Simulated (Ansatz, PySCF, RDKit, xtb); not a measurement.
# InPF6: ranking a sample of isomers, part 1 of 2

A sample of isomers of InPF6 is drawn. Aim: find which of them has the lowest free energy at 298.15 K, then its properties. The sample is small against all isomers, and the most stable one of this formula need not be in it. One structure proposed beforehand is put among the starts (marked given), to see whether the search confirms or beats it.

Plan: many cheap relaxations first (GFN2-xTB), then density-functional screening, relaxation at PBE0-D4/def2-SVP, vibrations (at GFN2-xTB) and a final energy. The numbers are computed, not measured.

## (1) Candidates

Isomers were drawn by moving bonds and hydrogen atoms under normal valences; this is a sample, not all of them. O–O, O–halogen and N–halogen bonds and N–N–N chains are not drawn. That gives 1 candidate.

| label | SMILES | spin |
| --- | --- | --- |
| c374 | F[P+](F)(F)[In-]([F])([F])[F] | singlet |

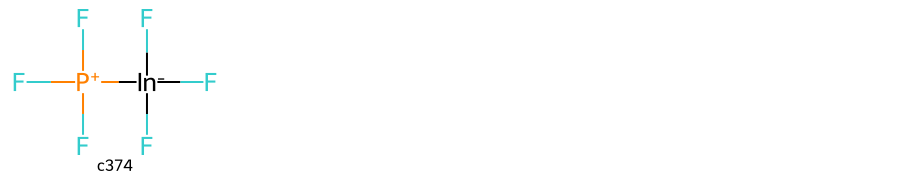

Structural formulas of the candidates.

Candidates are built by distance geometry, with a force field where one applies, in up to four conformers (letters a to d).

## (2) Cheap relaxation of all starts

All 2 starts are relaxed the same way. One of them, c374a (given structure), in full:

Input file start.xyz:

```xyz
8
c374a
F      1.074090    -1.799120     1.440260
F      0.722060    -1.822890    -0.855150
F      2.119030    -0.201650     0.118690
F     -0.821000     2.592800     1.051960
F      0.233760     0.728580    -1.564410
F     -2.852920     0.162470    -0.311410
In    -1.150750     1.110250    -0.177740
P      0.675720    -0.770440     0.297800
```

The run is started by

```bash
$ xtb start.xyz --gfn 2 --opt
```

The program printed, cut to the lines that bear on the results:

```text
* xtb version 6.7.1
[...]
          :  # basis functions                  44          :
[...]
          :  # electrons                        50          :
[...]
          :  Hamiltonian                  GFN2-xTB          :
[...]
          :  net charge                          0          :
          :  unpaired electrons                  0          :
[...]
   *** convergence criteria satisfied after 12 iterations ***
[...]
   *** GEOMETRY OPTIMIZATION CONVERGED AFTER 1 ITERATIONS ***
[...]
   *** convergence criteria satisfied after 3 iterations ***
[...]
         ::                     SUMMARY                     ::
         :::::::::::::::::::::::::::::::::::::::::::::::::::::
         :: total energy             -32.370725699481 Eh    ::
         :: gradient norm              0.000501835713 Eh/a0 ::
         :: HOMO-LUMO gap              2.892886426768 eV    ::
         ::.................................................::
         :: SCC energy               -32.404924287195 Eh    ::
         :: -> isotropic ES            0.107341072280 Eh    ::
         :: -> anisotropic ES          0.004966471073 Eh    ::
         :: -> anisotropic XC         -0.007610574496 Eh    ::
         :: -> dispersion             -0.005622130352 Eh    ::
         :: repulsion energy           0.034198587714 Eh    ::
         :: add. restraining           0.000000000000 Eh    ::
         :: total charge              -0.000000000000 e     ::
         :::::::::::::::::::::::::::::::::::::::::::::::::::::
[...]
        25        2.0000           -0.5061459             -13.7729 (HOMO)
        26                         -0.3998343             -10.8800 (LUMO)
[...]
     #   Z          covCN         q      C6AA      α(0)
     1   9          0.740    -0.190    11.139     3.942
     2   9          0.740    -0.142    10.663     3.856
     3   9          0.740    -0.144    10.674     3.858
     4   9          0.688    -0.232    11.583     4.018
     5   9          0.912    -0.298    12.294     4.143
     6   9          0.688    -0.235    11.614     4.024
     7  49          2.942     0.457   262.720    30.585
     8  15          3.328     0.784   129.866    20.471
[...]
     #   Z sym  total        # sym  WBO       # sym  WBO       # sym  WBO
 ---------------------------------------------------------------------------
     1   9      1.286 --     8      1.150
     2   9      1.354 --     8      1.222
     3   9      1.353 --     8      1.221
     4   9      1.261 --     7      0.952     6      0.133     5      0.104
     5   9      1.201 --     7      0.767     8      0.188     4      0.104
                             6      0.103
     6   9      1.258 --     7      0.949     4      0.133     5      0.103
     7  49      3.091 --     4      0.952     6      0.949     5      0.767
                             8      0.319
     8  15      4.206 --     2      1.222     3      1.221     1      1.150
                             7      0.319     5      0.188
 ---------------------------------------------------------------------------
[...]
molecular dipole:
                 x           y           z       tot (Debye)
 q only:        0.345      -0.609       0.527
   full:        0.226      -0.434       0.412       1.625
molecular quadrupole (traceless):
[...]
          | TOTAL ENERGY              -32.370725699481 Eh   |
          | GRADIENT NORM               0.000501835713 Eh/α |
          | HOMO-LUMO GAP               2.892886426768 eV   |
           -------------------------------------------------
[...]
```

It took 0.034 s on 2 threads of Arm Neoverse V2, shared host.

## (3) The minima found

2 of the 2 relaxations converged. 2 distinct structures remain:

| label | start | SMILES after | spin | energy (kcal/mol) |
| --- | --- | --- | --- | --- |
| c374a | given | [F][P]([F])([F])[In]([F])([F])[F] ‡ | singlet | 0.0 |
| c374b | drawn | [F][P]([F])([F])[In]([F])([F])[F] ‡ | singlet | 2.3 |

‡ marks the bonded skeleton alone, with all bonds drawn single: no Lewis structure was assigned that passes a check against the bond lengths.

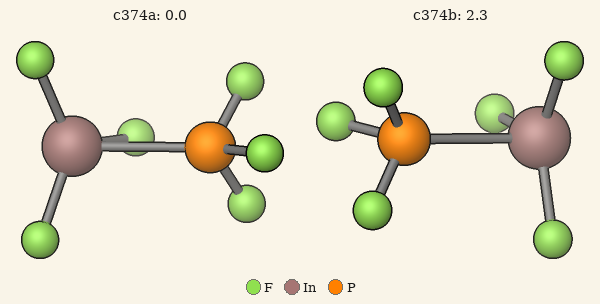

The 2 lowest minima that did not fall apart, with their GFN2-xTB energies in kcal/mol.

## (4) Single points on the low minima

A choice of the minima (the low ones first, few conformers of a pattern, up to a cap) and the lowest that fell apart get a single point at r2SCAN-D4/def2-SVP on the tight-binding geometry, and one at HF/STO-3G for comparison. The lowest singlets are also tried as triplets at the same geometry (label ending in t). The first, c374a:

Input file input.yaml:

```yaml
crystal:
  periodic: [false, false, false]
  atoms:
    - {symbol: F, position_ang: [1.074090, -1.799120, 1.440260]}
    - {symbol: F, position_ang: [0.722060, -1.822890, -0.855150]}
    - {symbol: F, position_ang: [2.119030, -0.201650, 0.118690]}
    - {symbol: F, position_ang: [-0.821000, 2.592800, 1.051960]}
    - {symbol: F, position_ang: [0.233760, 0.728580, -1.564410]}
    - {symbol: F, position_ang: [-2.852920, 0.162470, -0.311410]}
    - {symbol: In, position_ang: [-1.150750, 1.110250, -0.177740]}
    - {symbol: P, position_ang: [0.675720, -0.770440, 0.297800]}
basis:
  gaussian:
    orbitals: def2-SVP
output: {orbitals: {seedname: orbitals}}
hamiltonian:
  xc: {name: r2SCAN}
  dispersion: d4
scf:
  lower_state_search: off
```

The run is started by

```bash
$ ansatz run input.yaml --threads 2 --pin off --max-ram 6090MiB --events-out events.jsonl --progress --plain --runs-dir runs
```

The program printed, cut to the lines that bear on the results:

```text
Warning: RAYON_NUM_THREADS=2 ignored (pool sized by the plan → 2); use --threads N
Functional definition: r2SCAN
  name "r2SCAN"
[...]
1411 factors; their error is unknown
[...]
mean field -30746.46569806 eV, -1129.9117737007 hartree, gradient 4.8e-7 eV, S^2 0.000000; 0 other end points of the search recorded, 0 dependent functions left out
reference -30746.46571501 eV, -1129.9117743238 hartree; 45, 45 occupied and 83, 83 virtual orbitals, 1411 factors
Total energy: -30746.51648356 eV, -1129.9136400334 hartree
Checks for a lower state left out: stability, starts, cluster_reference, orbital_swaps, neighbouring_geometries, increment
```

It took 3 s on 2 threads of Arm Neoverse V2, shared host; peak memory 0.17 GiB.

Relative energies in kcal/mol, each column from its lowest structure that stays in one piece:

| label | SMILES | spin | GFN2-xTB | HF/STO-3G | r2SCAN-D4/def2-SVP |
| --- | --- | --- | --- | --- | --- |
| c374a | [F][P]([F])([F])[In]([F])([F])[F] ‡ | singlet | 0.0 | 8.2 | 0.0 |
| c374b | [F][P]([F])([F])[In]([F])([F])[F] ‡ | singlet | 2.3 | 0.0 | 3.1 |
| c374at | [F][P]([F])([F])[In]([F])([F])[F] ‡ | triplet | – | – | 115.4 |

‡ marks the bonded skeleton alone, with all bonds drawn single: no Lewis structure was assigned that passes a check against the bond lengths.

## (5) Third filter: density-functional geometries

3 candidates are relaxed at PBE0-D4/def2-SVP (chosen among the lowest in one piece, with other spins of them). The first, c374a:

input.yaml: that of step 4 with these lines changed.

```diff
@@ -1 +1,4 @@
+basis:
+  gaussian:
+    orbitals: def2-SVP
 crystal:
@@ -11,10 +14,9 @@
     - {symbol: P, position_ang: [0.675720, -0.770440, 0.297800]}
-basis:
-  gaussian:
-    orbitals: def2-SVP
-output: {orbitals: {seedname: orbitals}}
+relax:
+  f_tol: 0.006
+total_charge: 0
 hamiltonian:
-  xc: {name: r2SCAN}
+  xc: pbe0
   dispersion: d4
 scf:
-  lower_state_search: off
+  lower_state_search: "off"
```

The run is started by

```bash
$ ansatz run input.yaml --threads 2 --pin off --max-ram 6090MiB --events-out events.jsonl --progress --plain --runs-dir runs
```

The program printed, cut to the lines that bear on the results:

```text
Warning: RAYON_NUM_THREADS=2 ignored (pool sized by the plan → 2); use --threads N
[...]
Functional definition: PBE0
  name "PBE0"
[...]
1379 factors; integrals over basis functions are off by at most 2.1e-4 eV
[...]
mean field -30732.85464481 eV, -1129.4115767198 hartree, gradient 5.3e-6 eV, S^2 0.000000; 0 other end points of the search recorded, 0 dependent functions left out
[...]
reference -30732.85468308 eV, -1129.4115781260 hartree; 45, 45 occupied and 83, 83 virtual orbitals, 1379 factors
relax step   1: F+E_penalty+E_count = -30733.03359019 eV  Δ(F+E_penalty+E_count) = +0.000e0 eV  max|allowed force component| = 1.268e0 eV/Å  Δτ_max = 0.0000 Å  (16 SCF iters, accepted)
[...]
relax step   3: F+E_penalty+E_count = -30733.15880870 eV  Δ(F+E_penalty+E_count) = -2.446e-2 eV  max|allowed force component| = 3.418e-1 eV/Å  Δτ_max = 0.0446 Å  (21 SCF iters, accepted)
[...]
Total energy: -30733.16768776 eV, -1129.4230808358 hartree
Atom 0 at     1.020751    -1.773959     1.515816 Å, force     0.000990    -0.001198     0.000798 eV/Å
Atom 1 at     0.753147    -1.892541    -0.866194 Å, force     0.000551    -0.000498    -0.000307 eV/Å
Atom 2 at     2.199927    -0.219118     0.118701 Å, force     0.000674    -0.000212    -0.000305 eV/Å
Atom 3 at    -0.846486     2.566831     1.063731 Å, force    -0.000446    -0.001059    -0.000730 eV/Å
Atom 4 at     0.150969     0.825692    -1.628458 Å, force    -0.000606     0.000238     0.000203 eV/Å
Atom 5 at    -2.877382     0.211878    -0.315563 Å, force     0.000818     0.000765     0.000039 eV/Å
Atom 6 at    -1.160545     1.102932    -0.169604 Å, force     0.001626    -0.001135     0.000320 eV/Å
Atom 7 at     0.759610    -0.821715     0.281571 Å, force    -0.003607     0.003100    -0.000016 eV/Å
Dipole moment:     0.175924    -0.247572     0.163752 e Å
Checks for a lower state left out: stability, starts, cluster_reference, orbital_swaps, neighbouring_geometries, increment
```

It took 31 s on 2 threads of Arm Neoverse V2, shared host; peak memory 0.3 GiB.

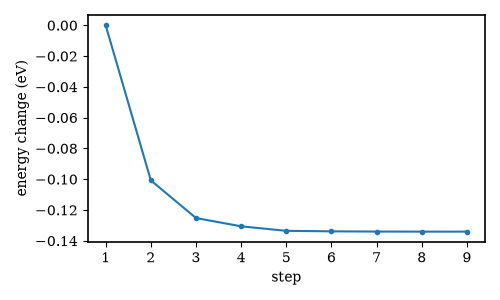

Energy along the run, all evaluated steps.

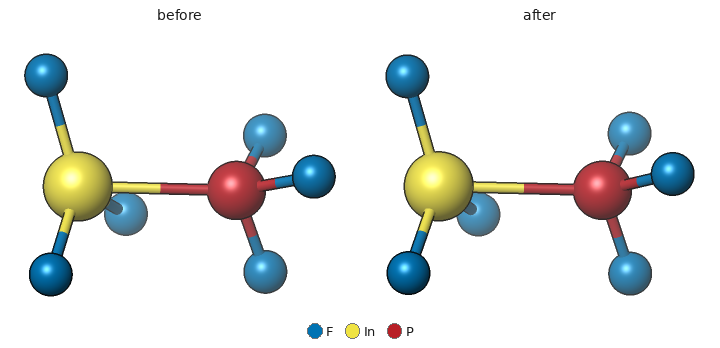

Before and after, at one scale.

After the run. Bond lengths: F4–In7 1.940 Å, F5–In7 1.981 Å, F6–In7 1.940 Å, F1–P8 1.581 Å, F2–P8 1.570 Å, F3–P8 1.570 Å, In7–P8 2.756 Å. Some angles: F4–In7–F5 117.8°, F4–In7–F6 122.5°, F4–In7–P8 108.1°, F5–In7–F6 117.8°, F5–In7–P8 64.0°, F6–In7–P8 107.9°, F1–P8–F2 99.2°, F1–P8–F3 99.2°, F1–P8–In7 131.6°, F2–P8–F3 100.9°.

## (6) The relaxed candidates

| label | spin | r2SCAN-D4/def2-SVP (kcal/mol) | PBE0-D4/def2-SVP, relaxed (kcal/mol) | time | note |
| --- | --- | --- | --- | --- | --- |
| c374a | singlet | 0.0 | 0.0 | 31 s |  |
| c374b | singlet | 3.1 | 0.0 | 2.2 min | same minimum as c374a |
| c374at | triplet | 115.4 | 26.8 | 4.2 min | rearranged to [F][In]1[F][P]([F])([F])([F])[F]1 ‡ |

‡ marks the bonded skeleton alone, with all bonds drawn single: no Lewis structure was assigned that passes a check against the bond lengths.

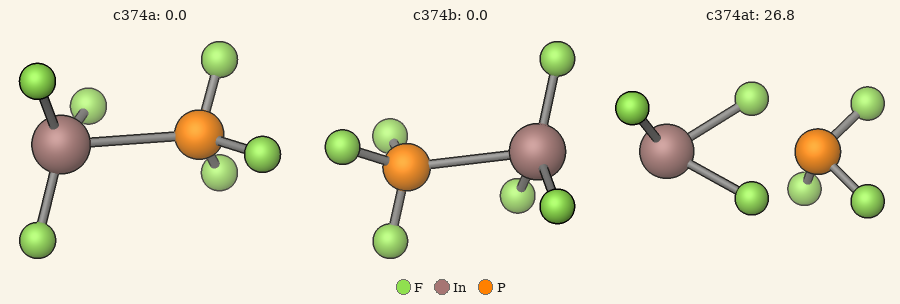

The relaxed structures, with energies at PBE0-D4/def2-SVP in kcal/mol.

## (7) Harmonic analysis of the finalists

The lowest few in one piece go on as finalists. In this search the thermal terms come from GFN2-xTB at its own nearest minimum. The first, c374a:

Input file start.xyz:

```xyz
8
c374a
F      1.020751    -1.773959     1.515816
F      0.753147    -1.892541    -0.866194
F      2.199927    -0.219118     0.118701
F     -0.846486     2.566831     1.063731
F      0.150969     0.825692    -1.628458
F     -2.877382     0.211878    -0.315563
In    -1.160545     1.102932    -0.169604
P      0.759610    -0.821715     0.281571
```

The run is started by

```bash
$ xtb start.xyz --gfn 2 --ohess tight
```

The program printed, cut to the lines that bear on the results:

```text
* xtb version 6.7.1
[...]
          :  # basis functions                  44          :
[...]
          :  # electrons                        50          :
[...]
          :  Hamiltonian                  GFN2-xTB          :
[...]
          :  net charge                          0          :
          :  unpaired electrons                  0          :
[...]
   *** convergence criteria satisfied after 12 iterations ***
[...]
   *** GEOMETRY OPTIMIZATION CONVERGED AFTER 9 ITERATIONS ***
[...]
   *** convergence criteria satisfied after 3 iterations ***
[...]
         ::                     SUMMARY                     ::
         :::::::::::::::::::::::::::::::::::::::::::::::::::::
         :: total energy             -32.370728602703 Eh    ::
         :: gradient norm              0.000086574151 Eh/a0 ::
         :: HOMO-LUMO gap              2.887564216957 eV    ::
         ::.................................................::
         :: SCC energy               -32.404900809195 Eh    ::
         :: -> isotropic ES            0.107361142502 Eh    ::
         :: -> anisotropic ES          0.004946321211 Eh    ::
         :: -> anisotropic XC         -0.007602961895 Eh    ::
         :: -> dispersion             -0.005624176995 Eh    ::
         :: repulsion energy           0.034172206492 Eh    ::
         :: add. restraining           0.000000000000 Eh    ::
         :: total charge              -0.000000000000 e     ::
         :::::::::::::::::::::::::::::::::::::::::::::::::::::
[...]
        25        2.0000           -0.5059458             -13.7675 (HOMO)
        26                         -0.3998297             -10.8799 (LUMO)
[...]
     #   Z          covCN         q      C6AA      α(0)
     1   9          0.740    -0.190    11.138     3.942
     2   9          0.740    -0.143    10.667     3.857
     3   9          0.740    -0.143    10.668     3.857
     4   9          0.688    -0.233    11.596     4.020
     5   9          0.915    -0.299    12.299     4.144
     6   9          0.688    -0.233    11.597     4.021
     7  49          2.942     0.457   262.721    30.585
     8  15          3.332     0.784   129.864    20.471
[...]
          | TOTAL ENERGY              -32.370728602703 Eh   |
          | TOTAL ENTHALPY            -32.345629893191 Eh   |
          | TOTAL FREE ENERGY         -32.399618370810 Eh   |
          | GRADIENT NORM               0.000086551313 Eh/α |
[...]
```

It took 0.19 s on 2 threads of Arm Neoverse V2, shared host.

## (8) Thermal terms of the finalists

As xtb prints them, at 298.15 K, with its own treatment of low modes:

| label | SMILES | spin | lowest mode (cm⁻¹) | zero-point (kcal/mol) | G − E (kcal/mol) |
| --- | --- | --- | --- | --- | --- |
| c374a | [F][P]([F])([F])[In]([F])([F])[F] ‡ | singlet | 18 | 7.5 | -18.1 |
| c374at | [F][In]1[F][P]([F])([F])([F])[F]1 ‡ | triplet | 26 | 7.6 | -17.3 |

‡ marks the bonded skeleton alone, with all bonds drawn single: no Lewis structure was assigned that passes a check against the bond lengths.

## (9) Last filter: a higher level

Single points at CCSD(T)/def2-SVP + MP2/def2-TZVPP - MP2/def2-SVP on the refined geometries decide the order.

c374a, CCSD(T)/def2-SVP:

Input file input.yaml:

```yaml
crystal:
  periodic: [false, false, false]
  atoms:
    - symbol: F
      position_ang: [1.020751, -1.773959, 1.515816]
    - symbol: F
      position_ang: [0.753147, -1.892541, -0.866194]
    - symbol: F
      position_ang: [2.199927, -0.219118, 0.118701]
    - symbol: F
      position_ang: [-0.846486, 2.566831, 1.063731]
    - symbol: F
      position_ang: [0.150969, 0.825692, -1.628458]
    - symbol: F
      position_ang: [-2.877382, 0.211878, -0.315563]
    - symbol: In
      position_ang: [-1.160545, 1.102932, -0.169604]
    - symbol: P
      position_ang: [0.759610, -0.821715, 0.281571]
basis:
  gaussian:
    orbitals: def2-SVP
correlation:
  method: ccsd_t
  frozen_orbitals: {F: 1, P: 5, In: 4}
total_charge: 0
```

The run is started by

```bash
$ ansatz run input.yaml --threads 2 --pin off --max-ram 6090MiB --events-out events.jsonl --progress --plain --runs-dir runs
```

The program printed, cut to the lines that bear on the results:

```text
Warning: RAYON_NUM_THREADS=2 ignored (pool sized by the plan → 2); use --threads N
Functional definition: HF
  name "HF"
[...]
1260 factors; integrals over basis functions are off by at most 6.8e-4 eV
[...]
mean field -30643.50759327 eV, -1126.1281331373 hartree, gradient 3.7e-6 eV, S^2 0.000000; 0 other end points of the search recorded, 0 dependent functions left out
15 core orbitals not correlated: weight in the atoms' cores, before any rotation towards them, 1.000 or more for the frozen orbitals, at most 0.000 for the correlated occupied ones
reference -30643.50759327 eV, -1126.1281331373 hartree; 30, 30 occupied and 83, 83 virtual orbitals, 1260 factors
second order -35.97131734 eV of doubles, -0.00000000 eV of singles
cycle   1  -35.29149744 eV  change    6.8e-1 eV  update   1.6e-1
[...]
cycle   9  -36.29764738 eV  change    5.6e-5 eV  update   4.3e-5
perturbative correction -0.66464689 eV, -0.0244253228 hartree
Total energy: -30680.46988755 eV, -1127.4864723980 hartree
```

It took 62 s on 2 threads of Arm Neoverse V2, shared host; peak memory 0.98 GiB.

## (10) c374a at MP2/def2-TZVPP

Input file input.yaml:

```yaml
crystal:
  periodic: [false, false, false]
  atoms:
    - {symbol: F, position_ang: [1.020751, -1.773959, 1.515816]}
    - {symbol: F, position_ang: [0.753147, -1.892541, -0.866194]}
    - {symbol: F, position_ang: [2.199927, -0.219118, 0.118701]}
    - {symbol: F, position_ang: [-0.846486, 2.566831, 1.063731]}
    - {symbol: F, position_ang: [0.150969, 0.825692, -1.628458]}
    - {symbol: F, position_ang: [-2.877382, 0.211878, -0.315563]}
    - {symbol: In, position_ang: [-1.160545, 1.102932, -0.169604]}
    - {symbol: P, position_ang: [0.759610, -0.821715, 0.281571]}
basis:
  gaussian: {orbitals: def2-TZVPP}
correlation: {method: mp2, frozen_orbitals: {F: 1, P: 5, In: 4}}
magnetization: {spin_polarized: false}
```

The run is started by

```bash
$ ansatz run input.yaml --threads 2 --pin off --max-ram 6090MiB --events-out events.jsonl --progress --plain --runs-dir runs
```

The program printed:

```text
Warning: RAYON_NUM_THREADS=2 ignored (pool sized by the plan → 2); use --threads N
[... 2 set-up lines as earlier in the session ...]
  exchange = exact_x
  correlation = 0
1977 factors; integrals over basis functions are off by at most 1.0e-3 eV
mean field evaluation 1: about -30660.0746 eV, gradient 7.0e1 eV
mean field evaluation 2: about -30660.3052 eV, gradient 7.0e1 eV
mean field evaluation 4: about -30668.7773 eV, gradient 3.8e0 eV
mean field evaluation 8: about -30668.8764 eV, gradient 5.4e-1 eV
mean field evaluation 16: about -30668.8772 eV, gradient 1.6e-6 eV
mean field -30668.87723748 eV, -1127.0604503657 hartree, gradient 1.6e-6 eV, S^2 0.000000; 0 other end points of the search recorded, 0 dependent functions left out
15 core orbitals not correlated: weight in the atoms' cores, before any rotation towards them, 1.000 or more for the frozen orbitals, at most 0.000 for the correlated occupied ones
reference -30668.87723748 eV, -1127.0604503657 hartree; 30, 30 occupied and 233, 233 virtual orbitals, 1977 factors
second order -52.48253590 eV of doubles, -0.00000000 eV of singles
Total energy: -30721.35977338 eV, -1128.9891479861 hartree
```

It took 13 s on 2 threads of Arm Neoverse V2, shared host; peak memory 0.85 GiB.

(Continued in part 2 of 2.)
